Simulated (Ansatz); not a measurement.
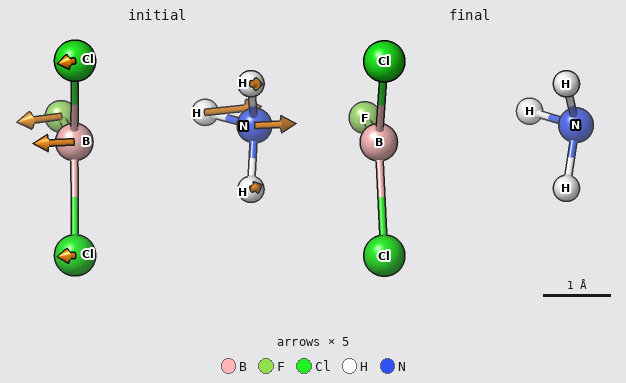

The structure of BNH₃Cl₂F before (left) and after (right) a relaxation, at one scale. The orange arrows give the displacements, 5 times their true length.

Style: ball-and-stick. Shown at a tilt.

The run prepares an end point of a later path (reaction) calculation, from a guessed geometry.

The calculation used UKS B3LYP-D4/6-31G* (Ansatz 0.2.0).

The input:
```yaml
crystal:
  periodic: [false, false, false]
  atoms:
    - { symbol: B, position_ang: [-0.598472, -0.470791, -1.022956] }
    - { symbol: F, position_ang: [-0.144736, 0.665569, -1.618646] }
    - { symbol: Cl, position_ang: [0.354263, -1.936708, -1.1652] }
    - { symbol: Cl, position_ang: [-2.212235, -0.476897, -0.33544] }
    - { symbol: H, position_ang: [0.7633, 1.173558, 0.301927] }
    - { symbol: "N", position_ang: [0.776768, 0.68725, 1.194194] }
    - { symbol: H, position_ang: [-0.166695, 0.574181, 1.549029] }
    - { symbol: H, position_ang: [1.227806, -0.216062, 1.097191] }
magnetization:
  spin_polarized: true
basis:
  gaussian: { orbitals: "6-31G*" }
hamiltonian:
  xc: b3lyp
  dispersion: d4
relax:
  f_tol: 0.03
  max_steps: 50
```

Launched with:
```bash
ansatz run input.yaml --threads 2 --pin off --max-ram 3072MiB --backend cpu --events-out ev --progress --plain --runs-dir out
```

> Summarise the run.

The atom that moves furthest after the best rigid fit is H5 (0.19 Å). By element the largest moves are H 0.19 Å, F 0.15 Å, N 0.13 Å, B 0.13 Å, Cl 0.06 Å. Some distances before and after: B1–F2 1.361 → 1.318 Å. Bond angles that change, for instance: H5–N6–H7 110.4° → 108.3°. Over 8 accepted moves (10 points after the start) the energy falls by 5.88 kJ/mol. The largest force component goes from 1.2 to 0.0069 eV/Å. The line search rejected the trial steps at points 2, 3 of the run. The run took 22 s on 2 threads of Intel(R) Xeon(R) 6975P-C (Granite Rapids) (shared host), peak memory 0.28 GiB.
